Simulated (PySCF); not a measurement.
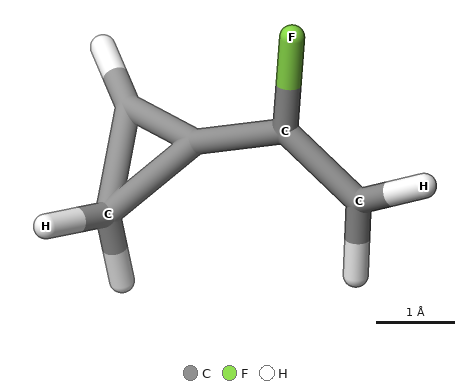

*The structure (stick view, seen at a tilt).*

Bond lengths as drawn: C–C 1.30 to 1.51 Å, C–F 1.36 Å and C–H 1.06 to 1.08 Å.

NMR shielding calculation of C5H5F

System: C5H5F.
Method: GIAO PBE0/pcSseg-1 NMR shielding, non-relativistic, gas phase (PySCF 2.14.0).

The geometry comes from this level: GFN2-xTB, NEB image 2 of 0 to 8. It belongs to a series of runs on one base structure; here: NEB image 2 of 0 to 8. Figures and captions count atoms from 1; the log counts them from 0 in places.

**Log**
```
coarse grid: 9616 points
cycle   1  E = -292.8031757775  dE =  9.879e-01  |g| = 5.092e-01  |ddm| = 3.053e+00
cycle   2  E = -292.7682613013  dE =  3.491e-02  |g| = 6.885e-01  |ddm| = 8.975e-01
cycle   3  E = -292.8526233977  dE = -8.436e-02  |g| = 9.294e-02  |ddm| = 5.290e-01
cycle   4  E = -292.8543957160  dE = -1.772e-03  |g| = 4.504e-02  |ddm| = 1.295e-01
cycle   5  E = -292.8548465562  dE = -4.508e-04  |g| = 1.389e-02  |ddm| = 4.890e-02
cycle   6  E = -292.8548892512  dE = -4.270e-05  |g| = 3.146e-03  |ddm| = 1.625e-02
cycle   7  E = -292.8548914147  dE = -2.164e-06  |g| = 1.251e-03  |ddm| = 4.797e-03
final grid: 94504 points
cycle   8  E = -292.8976634570  dE = -2.498e-05  |g| = 6.194e-03  |ddm| = 2.565e-02
cycle   9  E = -292.8976606648  dE =  2.792e-06  |g| = 7.296e-03  |ddm| = 1.385e-02
cycle  10  E = -292.8976734161  dE = -1.275e-05  |g| = 1.140e-03  |ddm| = 7.738e-03
cycle  11  E = -292.8976736760  dE = -2.598e-07  |g| = 1.936e-04  |ddm| = 9.450e-04
cycle  12  E = -292.8976736821  dE = -6.164e-09  |g| = 1.264e-04  |ddm| = 2.819e-04
cycle  13  E = -292.8976736855  dE = -3.395e-09  |g| = 1.859e-05  |ddm| = 1.245e-04
cycle  14  E = -292.8976736856  dE = -4.707e-11  |g| = 1.066e-05  |ddm| = 2.363e-05
```

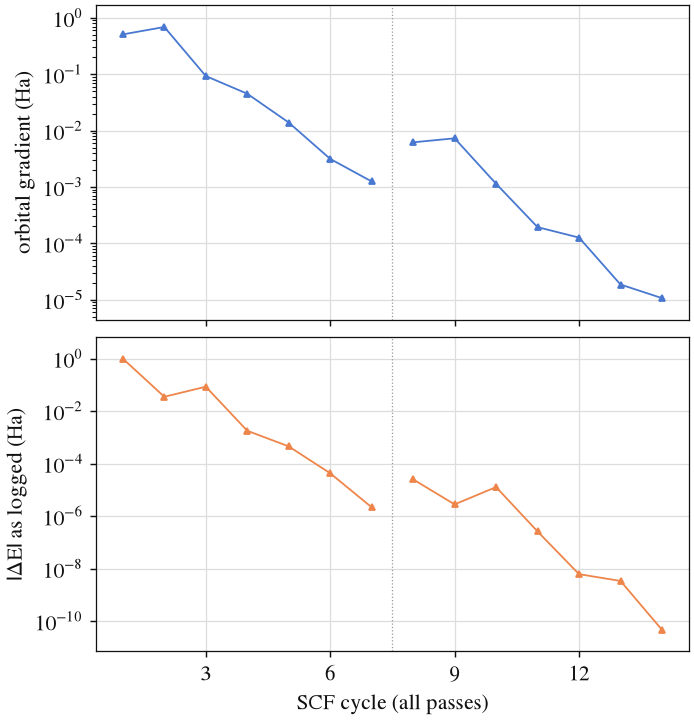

*Convergence of the self-consistent field: orbital gradient and size of the energy change against the SCF cycle. The dotted line marks the change from a coarse to the final integration grid.*

The first 7 cycles use a coarse grid, the final grid takes over at cycle 8, and the field converges after 14 cycles in all.

```
converged SCF energy = -292.8976736856

GIAO shielding tensors (ppm)
atom      isotropic    diamagn.    paramagn.     s11        s22        s33       span
  0 C       82.130     258.315    -176.186    -20.010    102.043    164.355    184.365
  1 C       18.575     245.642    -227.067    -87.821     65.621     77.926    165.747
  2 F      260.270     474.356    -214.085    173.466    281.080    326.264    152.798
  3 C       65.850     256.269    -190.419    -75.396    102.849    170.098    245.494
  4 C       65.657     255.193    -189.536    -63.572     81.066    179.476    243.048
  5 C      174.795     247.594     -72.799    137.509    150.834    236.042     98.532
  6 H       26.698      31.856      -5.158     24.071     25.502     30.522      6.452
  7 H       26.151      28.838      -2.687     22.924     25.445     30.083      7.159
  8 H       24.300      32.516      -8.216     20.651     24.922     27.328      6.677
  9 H       30.314      30.086       0.227     25.444     26.987     38.509     13.065
 10 H       30.373      29.792       0.581     24.903     27.427     38.789     13.885
```

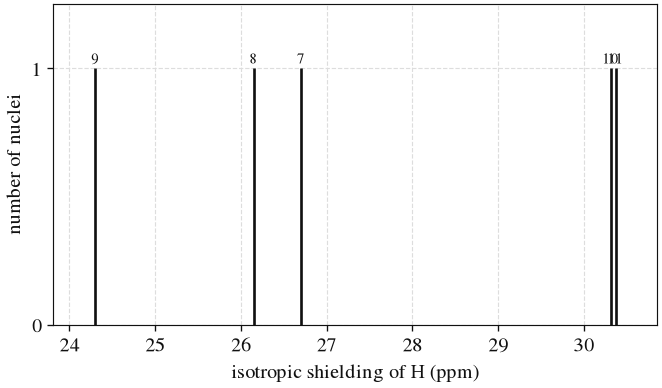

*Isotropic shieldings of the hydrogen nuclei in this fixed geometry, labelled by atom number; shielding grows to the right, so chemical shift grows to the left.*

The least shielded is H9 (24.3 ppm), the most shielded H11 (30.4 ppm).

This output came from the following input.

**The input**
```
{"job": {"kind": "nmr", "xc": "PBE0", "basis": "pcSseg-1", "pop": false}, "charge": 0, "multiplicity": 1}
C      1.707700    -0.984100     0.445500
C      1.127200    -0.032000    -0.273200
F      1.888800     0.770400    -1.061000
C     -0.270200     0.259900    -0.326700
C     -1.358000     0.586600    -0.969200
C     -1.505500     0.457000     0.514700
H      1.115900    -1.648200     1.046600
H      2.772300    -1.131600     0.416500
H     -1.873300     0.768100    -1.878700
H     -2.015500    -0.398500     0.941200
H     -1.583900     1.355000     1.118300
```

The first line tells a small driver script what to run in PySCF; the rest is the geometry in Å.

Command:
```bash
OMP_NUM_THREADS=1 python <driver script> task.json out
```

**Key numbers**

- outcome: converged
- total energy: −292.897674 hartree
- HOMO: −6.99 eV
- LUMO: −1.14 eV
- dipole moment: 1.38 D
- isotropic shielding, C: 18.6 to 174.8 ppm
- isotropic shielding, F: 260.3 ppm
- isotropic shielding, H: 24.3 to 30.4 ppm
- hardware: 1 CPU thread, shared host
- wall time: 12 s
- peak memory: 0.65 GiB
